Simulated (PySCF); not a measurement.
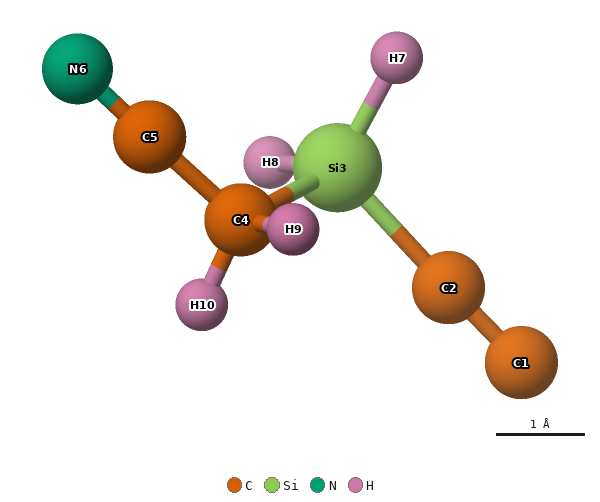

*The structure as given in the input (ball-and-stick view, seen at a tilt; atoms are numbered from 1 in the order of the input).*

Bond lengths as drawn: C–C 1.20 to 1.43 Å, C–H 1.09 Å, C–N 1.14 Å, C–Si 1.87 to 1.92 Å and H–Si 1.46 Å.

# EPR calculation of C₄H₄NSi

The run: EPR calculation of C₄H₄NSi, multiplicity 2. Method and program: UKS B3LYP, pcH-1 on C H N Si, non-relativistic, mean-field spin-orbit, GIAO (PySCF 2.14.0).

It belongs to a series of runs on one base structure; here: H removed from sp C.

## The input
```
{"job": {"kind": "epr", "basis": "pcH-1"}, "charge": 0, "multiplicity": 2}
C      3.312523    -0.436334    -0.029932
C      2.206652     0.027274    -0.028937
Si     0.512868     0.814930    -0.030304
C     -0.652042    -0.716318     0.024567
C     -2.013984    -0.291052     0.029917
N     -3.096209     0.081040     0.031963
H      0.356328     1.626562     1.177523
H      0.327476     1.562038    -1.275198
H     -0.462352    -1.308122     0.921928
H     -0.482378    -1.355364    -0.844054
```

The first line tells a small driver script what to run in PySCF; the rest is the geometry in Å.

Machine: 1 CPU thread, shared host.

Launch command:
```bash
OMP_NUM_THREADS=1 python <driver script> task.json out
```

## The program's output
```
UKS, coarse grid
  cycle   1  E = -498.82831627  |g| = 4.14e-01
  cycle   2  E = -498.63550700  |g| = 7.73e-01
  cycle   3  E = -498.89982621  |g| = 1.62e-01
  cycle   4  E = -498.91180741  |g| = 2.99e-02
  cycle   5  E = -498.91246726  |g| = 1.04e-02
  cycle   6  E = -498.91255872  |g| = 9.03e-03
  cycle   7  E = -498.91263526  |g| = 5.12e-03
  cycle   8  E = -498.91268130  |g| = 2.32e-03
  cycle   9  E = -498.91271344  |g| = 1.27e-03
  cycle  10  E = -498.91272583  |g| = 8.66e-04
  cycle  11  E = -498.91273234  |g| = 6.65e-04
UKS, final grid
  cycle   1  E = -498.91270711  |g| = 8.23e-04
  cycle   2  E = -498.91270760  |g| = 1.76e-03
  cycle   3  E = -498.91270919  |g| = 3.89e-04
  cycle   4  E = -498.91271032  |g| = 3.43e-04
  cycle   5  E = -498.91271235  |g| = 2.56e-04
  cycle   6  E = -498.91271242  |g| = 5.72e-05
  cycle   7  E = -498.91271244  |g| = 3.74e-05
  cycle   8  E = -498.91271244  |g| = 2.04e-05
E = -498.91271244 Eh   <S^2> = 0.7707 (exact 0.7500)
g shifts (ppm)      1          2          3
  rmc          -175       -175       -175
  gc             10          8         17
  oz_so        -154        -34         86
  total        -319       -201        -73
hyperfine (MHz)  atom isotope    a_iso     a_fc   dipolar eigenvalues
    0   13C     933.16     933.27    -56.93    -56.68    113.61
    1   13C     144.30     144.39    -28.68    -28.11     56.78
    2  29Si     -14.45     -14.48     -9.01      4.43      4.59
    3   13C      -2.72      -2.73     -0.29     -0.23      0.52
    4   13C       0.50       0.50     -0.28     -0.13      0.41
    5   14N       0.04       0.04     -0.14     -0.10      0.24
    6    1H      -5.08      -5.08     -1.09     -0.77      1.86
    7    1H      -5.11      -5.11     -1.09     -0.77      1.86
    8    1H      -0.17      -0.17     -0.87     -0.82      1.69
    9    1H      -0.17      -0.17     -0.87     -0.82      1.69
```

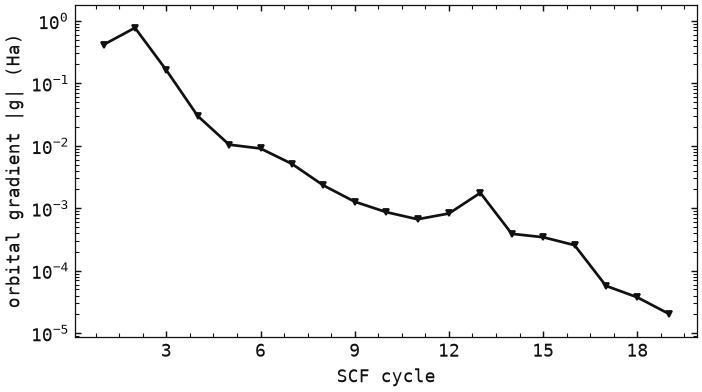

*Convergence of the self-consistent field: orbital gradient |g| against the SCF cycle.*

All cycles printed in the log are drawn one after another.

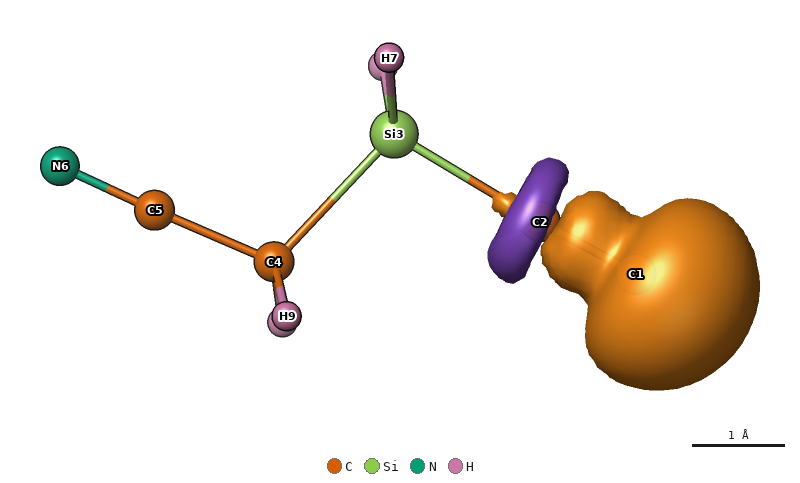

*Isosurfaces of the spin density (α minus β) at +0.04 (orange) and −0.04 e/Å³ (purple), seen face on.*

The unpaired spin (1 electron) lies mostly on C1 (about 1.0), in electrons by Hirshfeld's partition.

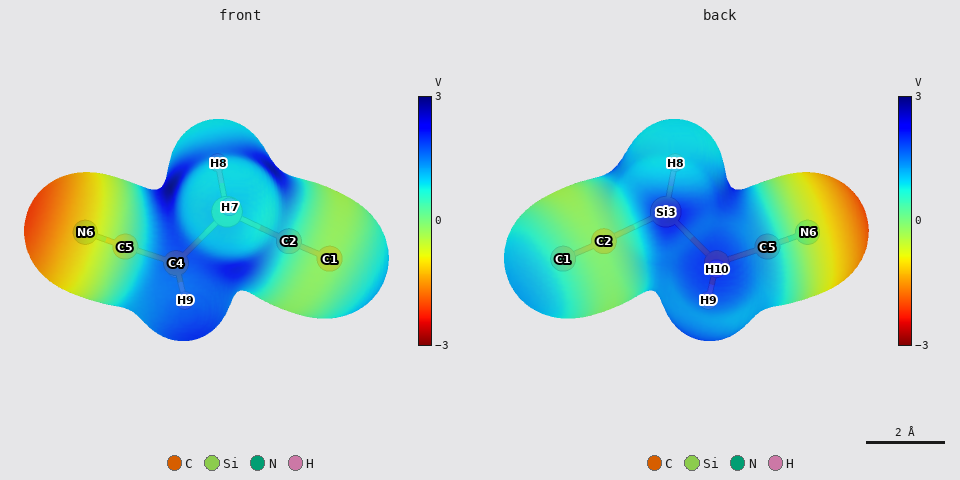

*The molecular electrostatic potential painted on the density surface at 0.004 e/bohr³, seen at a tilt and from behind; the colour scale runs from red (negative) to blue (positive).*

## Results in brief

```csv
quantity,value
outcome,converged
total energy,−498.912712 hartree
⟨S²⟩,0.771
isotropic g,2.0021
wall time,37 s
peak memory,0.67 GiB
```
